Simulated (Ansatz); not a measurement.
**C5H13Al: geometry relaxation (part 2 of 2)**

The same run, continued: C5H13Al; RKS PBE-D4/def2-SVP (Ansatz 0.2.0). The geometry: force-field start.

Geometry of the input (Å):
```
C  -0.4150  -1.5938  -0.0682
C  0.3065  -0.2198  -0.1715
C  1.7821  -0.5290  -0.3149
C  -0.0666  0.5722  -1.4278
C  0.0981  0.6248  1.0941
Al -1.7858  1.2414  1.5471
H  -0.1489  -2.1045  0.8410
H  -0.2045  -2.1722  -0.9680
H  -1.5555  -1.3593  -0.0134
H  2.4086  0.4089  -0.3543
H  2.0045  -1.1403  -1.1876
H  2.1951  -1.0902  0.6008
H  0.3309  1.5683  -1.4997
H  -1.2611  0.7578  -1.3928
H  0.0908  -0.0293  -2.3423
H  0.4578  0.0998  2.0180
H  0.7110  1.5917  1.0488
H  -2.9963  0.6153  0.7178
H  -1.9933  2.7540  1.9294
```

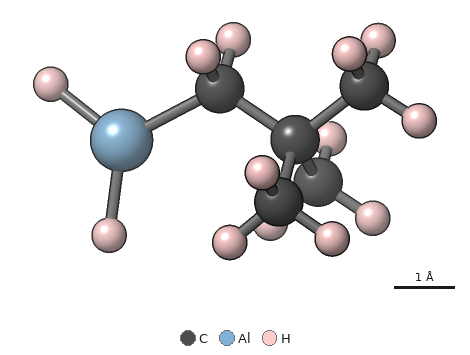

The geometry at step 9 of the log (ball-and-stick view, seen at a tilt).

Trajectory as extended XYZ, continued:
```
19
Properties=species:S:1:pos:R:3:forces:R:3 step=4 energy=-11976.59139 accepted=F
C    -0.4402   -1.5432   -0.0748    0.0149  -0.1692   0.0502
C     0.3357   -0.2273   -0.1906    0.1117   0.2928   0.2895
C     1.8551   -0.5178   -0.2823   -0.1833  -0.0051  -0.1500
C    -0.1379    0.5372   -1.4393    0.1215   0.0600  -0.0913
C     0.0571    0.6706    1.0533    0.1588  -0.1225  -0.0650
Al   -1.7529    1.3395    1.3535   -0.2263   0.1718  -0.2430
H    -0.1121   -2.1172    0.8162   -0.0315  -0.0155   0.0421
H    -0.2647   -2.1876   -0.9604   -0.0260  -0.0067  -0.0375
H    -1.5341   -1.3705    0.0104    0.0303  -0.0083  -0.0125
H     2.4358    0.4244   -0.3704   -0.0207  -0.0068   0.0203
H     2.0888   -1.1369   -1.1754    0.0105  -0.0155   0.0264
H     2.2234   -1.0610    0.6147   -0.0755   0.0397  -0.0405
H     0.4081    1.4992   -1.5290   -0.0491   0.0515  -0.0460
H    -1.2298    0.7574   -1.3831    0.0785  -0.0242  -0.0230
H     0.0350   -0.0303   -2.3780    0.0005  -0.0377   0.0266
H     0.2788    0.1084    1.9873    0.2161  -0.1387   0.1299
H     0.7540    1.5415    1.0795   -0.0212  -0.0610  -0.0385
H    -3.0539    0.5849    0.8219   -0.1310  -0.1307  -0.0081
H    -1.9880    2.7245    2.1031    0.0220   0.1258   0.1702
19
Properties=species:S:1:pos:R:3:forces:R:3 step=5 energy=-11976.62049
C    -0.4401   -1.5471   -0.0717    0.0095   0.0180   0.0223
C     0.3331   -0.2186   -0.1734   -0.0132   0.0011   0.0080
C     1.8416   -0.5171   -0.2884   -0.0035   0.0023  -0.0137
C    -0.1279    0.5451   -1.4306    0.0101   0.0243  -0.0100
C     0.0624    0.6570    1.0788   -0.0051   0.0156  -0.0234
Al   -1.7763    1.3496    1.3320    0.0656  -0.0476  -0.0094
H    -0.1221   -2.1217    0.8231   -0.0026  -0.0131   0.0003
H    -0.2619   -2.1835   -0.9634    0.0036  -0.0026   0.0055
H    -1.5343   -1.3769    0.0067    0.0010   0.0001  -0.0042
H     2.4290    0.4209   -0.3755   -0.0053  -0.0034   0.0010
H     2.0652   -1.1402   -1.1804    0.0004  -0.0029   0.0010
H     2.2103   -1.0620    0.6053   -0.0116   0.0010   0.0007
H     0.4048    1.5148   -1.5277   -0.0109  -0.0038  -0.0042
H    -1.2221    0.7537   -1.4002    0.0145  -0.0073   0.0069
H     0.0609   -0.0358   -2.3571    0.0071  -0.0080  -0.0073
H     0.3647    0.1025    2.0001   -0.0156   0.0083  -0.0006
H     0.7323    1.5488    1.0631    0.0053  -0.0059   0.0063
H    -3.0761    0.5737    0.8017   -0.0393  -0.0094  -0.0122
H    -1.9851    2.7327    2.1141   -0.0100   0.0332   0.0331
19
Properties=species:S:1:pos:R:3:forces:R:3 step=6 energy=-11976.62280
C    -0.4428   -1.5393   -0.0684   -0.0042   0.0043   0.0071
C     0.3339   -0.2141   -0.1799    0.0115  -0.0036  -0.0057
C     1.8415   -0.5195   -0.2880   -0.0008   0.0054   0.0122
C    -0.1189    0.5364   -1.4480   -0.0210   0.0179   0.0129
C     0.0610    0.6708    1.0652    0.0156   0.0004  -0.0238
Al   -1.7776    1.3455    1.3493   -0.0200   0.0137   0.0113
H    -0.1356   -2.1069    0.8348    0.0020  -0.0003   0.0016
H    -0.2587   -2.1862   -0.9512    0.0004  -0.0043   0.0005
H    -1.5369   -1.3639   -0.0035   -0.0048  -0.0060   0.0012
H     2.4327    0.4153   -0.3814   -0.0001  -0.0015   0.0007
H     2.0655   -1.1520   -1.1732   -0.0039   0.0014   0.0022
H     2.2035   -1.0579    0.6122    0.0015   0.0003   0.0029
H     0.4022    1.5120   -1.5467   -0.0003  -0.0053   0.0013
H    -1.2152    0.7305   -1.4292    0.0072   0.0075  -0.0045
H     0.0887   -0.0497   -2.3673    0.0034  -0.0079  -0.0033
H     0.3663    0.1227    1.9901   -0.0103   0.0046  -0.0034
H     0.7301    1.5633    1.0479   -0.0069  -0.0011  -0.0048
H    -3.0868    0.5981    0.7895    0.0136   0.0028  -0.0055
H    -1.9944    2.6907    2.2043    0.0171  -0.0284  -0.0028
19
Properties=species:S:1:pos:R:3:forces:R:3 step=7 energy=-11976.62404
C    -0.4473   -1.5310   -0.0633   -0.0234  -0.0148  -0.0141
C     0.3328   -0.2096   -0.1898    0.0319   0.0234   0.0083
C     1.8405   -0.5203   -0.2833   -0.0059  -0.0026   0.0135
C    -0.1104    0.5258   -1.4704   -0.0383  -0.0190   0.0111
C     0.0567    0.6900    1.0431    0.0123  -0.0274   0.0022
Al   -1.7817    1.3406    1.3677   -0.0564   0.0771   0.0544
H    -0.1492   -2.0881    0.8497    0.0051   0.0141   0.0005
H    -0.2584   -2.1919   -0.9349   -0.0041   0.0002   0.0013
H    -1.5420   -1.3517   -0.0106    0.0072  -0.0090   0.0020
H     2.4349    0.4115   -0.3859    0.0008  -0.0029   0.0009
H     2.0682   -1.1663   -1.1578   -0.0006   0.0039   0.0031
H     2.1942   -1.0472    0.6275    0.0030   0.0062  -0.0069
H     0.4037    1.5043   -1.5730    0.0113  -0.0013   0.0041
H    -1.2079    0.7116   -1.4648    0.0169   0.0087  -0.0087
H     0.1146   -0.0694   -2.3803   -0.0069   0.0046   0.0071
H     0.3651    0.1524    1.9741    0.0036   0.0080  -0.0057
H     0.7233    1.5842    1.0203   -0.0136   0.0057  -0.0123
H    -3.0916    0.6288    0.7549    0.0441   0.0394   0.0169
H    -1.9870    2.6220    2.3334    0.0129  -0.1145  -0.0775
19
Properties=species:S:1:pos:R:3:forces:R:3 step=8 energy=-11976.62551
C    -0.4466   -1.5314   -0.0612   -0.0196  -0.0138  -0.0064
C     0.3331   -0.2099   -0.1907    0.0208   0.0238   0.0034
C     1.8410   -0.5200   -0.2827   -0.0060  -0.0040   0.0094
C    -0.1105    0.5230   -1.4724   -0.0347  -0.0172   0.0040
C     0.0570    0.6922    1.0399   -0.0001  -0.0395   0.0081
Al   -1.7821    1.3386    1.3689   -0.0489   0.0664   0.0413
H    -0.1460   -2.0860    0.8524    0.0033   0.0079   0.0026
H    -0.2589   -2.1942   -0.9317   -0.0031   0.0021   0.0017
H    -1.5415   -1.3534   -0.0066    0.0092  -0.0039  -0.0009
H     2.4348    0.4120   -0.3878   -0.0001  -0.0032   0.0007
H     2.0696   -1.1682   -1.1553    0.0003   0.0028   0.0020
H     2.1950   -1.0438    0.6298    0.0004   0.0062  -0.0091
H     0.4088    1.4983   -1.5787    0.0097   0.0033   0.0006
H    -1.2071    0.7155   -1.4655    0.0239   0.0023  -0.0035
H     0.1095   -0.0758   -2.3811   -0.0049   0.0046   0.0084
H     0.3691    0.1591    1.9723    0.0064   0.0126  -0.0094
H     0.7199    1.5888    1.0119   -0.0103   0.0102  -0.0067
H    -3.0954    0.6562    0.7351    0.0347   0.0134   0.0009
H    -1.9913    2.5948    2.3599    0.0192  -0.0740  -0.0472
19
Properties=species:S:1:pos:R:3:forces:R:3 step=9 energy=-11976.62818
C    -0.4472   -1.5305   -0.0513    0.0058  -0.0039   0.0129
C     0.3321   -0.2089   -0.1908   -0.0228  -0.0070  -0.0231
C     1.8395   -0.5192   -0.2820    0.0069  -0.0015   0.0090
C    -0.1122    0.5145   -1.4774   -0.0126   0.0077  -0.0134
C     0.0554    0.7000    1.0328   -0.0099  -0.0225   0.0343
Al   -1.7865    1.3313    1.3775   -0.0181  -0.0005  -0.0415
H    -0.1436   -2.0748    0.8676   -0.0034  -0.0057  -0.0013
H    -0.2603   -2.2011   -0.9160    0.0011   0.0034   0.0053
H    -1.5425   -1.3545    0.0033    0.0037   0.0076  -0.0046
H     2.4328    0.4121   -0.3938   -0.0004  -0.0001  -0.0007
H     2.0687   -1.1734   -1.1498   -0.0023   0.0016  -0.0007
H     2.1950   -1.0355    0.6340    0.0007  -0.0010  -0.0031
H     0.4236    1.4798   -1.5975   -0.0044  -0.0046  -0.0055
H    -1.2045    0.7268   -1.4666    0.0227  -0.0077   0.0064
H     0.0924   -0.0979   -2.3808    0.0019   0.0061   0.0151
H     0.3917    0.1880    1.9690    0.0059   0.0218  -0.0278
H     0.6983    1.6108    0.9823    0.0026   0.0045   0.0083
H    -3.0831    0.7257    0.6357    0.0357   0.0328   0.0398
H    -1.9914    2.5026    2.4602   -0.0131  -0.0310  -0.0094
19
Properties=species:S:1:pos:R:3:forces:R:3 step=10 energy=-11976.62550 accepted=F
C    -0.4486   -1.5260   -0.0397    0.0014   0.0028   0.0137
C     0.3321   -0.2066   -0.1953   -0.0118  -0.0065  -0.0242
C     1.8395   -0.5197   -0.2798    0.0110   0.0032   0.0068
C    -0.1084    0.5018   -1.4911    0.0004   0.0163  -0.0210
C     0.0537    0.7154    1.0172    0.0200   0.0450   0.0118
Al   -1.7874    1.3440    1.3671   -0.0904  -0.0783   0.1742
H    -0.1467   -2.0583    0.8869   -0.0083  -0.0031  -0.0043
H    -0.2621   -2.2085   -0.8950    0.0035   0.0045   0.0046
H    -1.5439   -1.3474    0.0102    0.0037   0.0060  -0.0032
H     2.4335    0.4103   -0.4001   -0.0014  -0.0025   0.0002
H     2.0702   -1.1823   -1.1407   -0.0038  -0.0006   0.0006
H     2.1934   -1.0268    0.6420   -0.0033  -0.0007  -0.0054
H     0.4418    1.4572   -1.6289   -0.0157  -0.0153  -0.0022
H    -1.1969    0.7312   -1.4788    0.0207  -0.0135   0.0025
H     0.0846   -0.1281   -2.3853    0.0004   0.0095   0.0190
H     0.4077    0.2266    1.9596   -0.0327   0.0298  -0.0401
H     0.6835    1.6355    0.9468    0.0219  -0.0156   0.0020
H    -3.0801    0.8073    0.5603    0.0742   0.0881   0.0294
H    -2.0076    2.3704    2.6012    0.0100  -0.0691  -0.1645
19
Properties=species:S:1:pos:R:3:forces:R:3 step=11 energy=-11976.62955
C    -0.4476   -1.5280   -0.0447    0.0019   0.0009   0.0031
C     0.3326   -0.2078   -0.1934   -0.0024  -0.0062  -0.0089
C     1.8400   -0.5197   -0.2814    0.0062   0.0004   0.0050
C    -0.1100    0.5079   -1.4846   -0.0100   0.0048  -0.0073
C     0.0558    0.7070    1.0255   -0.0009  -0.0055   0.0271
Al   -1.7874    1.3260    1.3814   -0.0397   0.0217  -0.0080
H    -0.1471   -2.0662    0.8788   -0.0023   0.0001  -0.0018
H    -0.2601   -2.2052   -0.9040   -0.0002   0.0004   0.0031
H    -1.5427   -1.3491    0.0051   -0.0002   0.0024  -0.0033
H     2.4339    0.4109   -0.3967   -0.0005  -0.0012   0.0000
H     2.0694   -1.1773   -1.1467   -0.0015   0.0005  -0.0006
H     2.1947   -1.0327    0.6367   -0.0006  -0.0005  -0.0025
H     0.4305    1.4694   -1.6139   -0.0057  -0.0064  -0.0001
H    -1.2007    0.7256   -1.4729    0.0119  -0.0043   0.0016
H     0.0906   -0.1130   -2.3829    0.0018   0.0023   0.0092
H     0.4060    0.2079    1.9631   -0.0006   0.0112  -0.0214
H     0.6895    1.6244    0.9644   -0.0023   0.0001   0.0019
H    -3.0841    0.7795    0.5964    0.0399   0.0155   0.0247
H    -2.0049    2.4362    2.5263    0.0053  -0.0362  -0.0220
19
Properties=species:S:1:pos:R:3:forces:R:3 step=12 energy=-11976.63015
C    -0.4487   -1.5249   -0.0384    0.0031   0.0025   0.0034
C     0.3329   -0.2064   -0.1953    0.0041   0.0007  -0.0006
C     1.8404   -0.5198   -0.2803    0.0009  -0.0001  -0.0035
C    -0.1095    0.5013   -1.4906    0.0015   0.0042  -0.0079
C     0.0563    0.7149    1.0187    0.0073   0.0091   0.0160
Al   -1.7883    1.3238    1.3822   -0.0487   0.0191   0.0374
H    -0.1519   -2.0565    0.8902   -0.0024   0.0008  -0.0014
H    -0.2599   -2.2092   -0.8917   -0.0004   0.0003   0.0020
H    -1.5439   -1.3439    0.0059   -0.0006   0.0002  -0.0022
H     2.4349    0.4100   -0.3985   -0.0015  -0.0017   0.0005
H     2.0698   -1.1803   -1.1433    0.0004  -0.0009  -0.0003
H     2.1943   -1.0301    0.6396   -0.0029   0.0005  -0.0019
H     0.4347    1.4596   -1.6281   -0.0067  -0.0063   0.0013
H    -1.1988    0.7236   -1.4784    0.0064  -0.0037   0.0002
H     0.0880   -0.1274   -2.3839    0.0011   0.0013   0.0040
H     0.4184    0.2276    1.9575   -0.0082   0.0064  -0.0144
H     0.6816    1.6379    0.9468   -0.0047  -0.0088  -0.0023
H    -3.0790    0.8287    0.5540    0.0436   0.0204   0.0228
H    -2.0129    2.3669    2.5904    0.0077  -0.0439  -0.0529
19
Properties=species:S:1:pos:R:3:forces:R:3 step=13 energy=-11976.63048
C    -0.4490   -1.5240   -0.0367    0.0032   0.0017   0.0036
C     0.3330   -0.2059   -0.1955    0.0009  -0.0004  -0.0030
C     1.8403   -0.5198   -0.2806    0.0004   0.0003  -0.0013
C    -0.1096    0.4996   -1.4920    0.0002   0.0041  -0.0060
C     0.0565    0.7167    1.0177    0.0078   0.0089   0.0140
Al   -1.7882    1.3230    1.3845   -0.0332   0.0110   0.0227
H    -0.1537   -2.0535    0.8935   -0.0017   0.0002  -0.0013
H    -0.2591   -2.2104   -0.8882   -0.0005   0.0004   0.0018
H    -1.5442   -1.3427    0.0054   -0.0012   0.0006  -0.0017
H     2.4351    0.4097   -0.3995   -0.0009  -0.0012   0.0004
H     2.0694   -1.1810   -1.1431   -0.0003  -0.0003   0.0001
H     2.1940   -1.0296    0.6397   -0.0014   0.0002  -0.0008
H     0.4336    1.4583   -1.6307   -0.0050  -0.0049   0.0008
H    -1.1990    0.7208   -1.4804    0.0050  -0.0023   0.0002
H     0.0890   -0.1303   -2.3841    0.0013   0.0011   0.0034
H     0.4213    0.2315    1.9563   -0.0053   0.0051  -0.0113
H     0.6799    1.6408    0.9431   -0.0033  -0.0079  -0.0014
H    -3.0745    0.8430    0.5437    0.0268   0.0130   0.0148
H    -2.0164    2.3497    2.6034    0.0071  -0.0294  -0.0349
19
Properties=species:S:1:pos:R:3:forces:R:3 step=14 energy=-11976.63079
C    -0.4500   -1.5215   -0.0329    0.0030   0.0002   0.0002
C     0.3329   -0.2045   -0.1962    0.0020  -0.0011   0.0001
C     1.8399   -0.5198   -0.2806   -0.0005  -0.0011  -0.0012
C    -0.1094    0.4966   -1.4952    0.0006  -0.0002  -0.0003
C     0.0571    0.7210    1.0151    0.0021   0.0020  -0.0024
Al   -1.7891    1.3192    1.3875    0.0018   0.0023   0.0050
H    -0.1583   -2.0465    0.9010   -0.0002   0.0006  -0.0012
H    -0.2580   -2.2125   -0.8801   -0.0011   0.0000   0.0011
H    -1.5453   -1.3391    0.0042   -0.0016   0.0001  -0.0004
H     2.4355    0.4089   -0.4011    0.0001   0.0000   0.0000
H     2.0685   -1.1829   -1.1418    0.0003   0.0001   0.0003
H     2.1929   -1.0282    0.6407    0.0004   0.0000   0.0006
H     0.4317    1.4559   -1.6360   -0.0007  -0.0012   0.0003
H    -1.1990    0.7153   -1.4857   -0.0001   0.0005  -0.0002
H     0.0923   -0.1359   -2.3848    0.0004   0.0005   0.0008
H     0.4278    0.2404    1.9532   -0.0022   0.0014  -0.0026
H     0.6763    1.6474    0.9348   -0.0033  -0.0032  -0.0002
H    -3.0688    0.8704    0.5245    0.0027   0.0017   0.0017
H    -2.0187    2.3115    2.6298   -0.0036  -0.0024  -0.0019
```
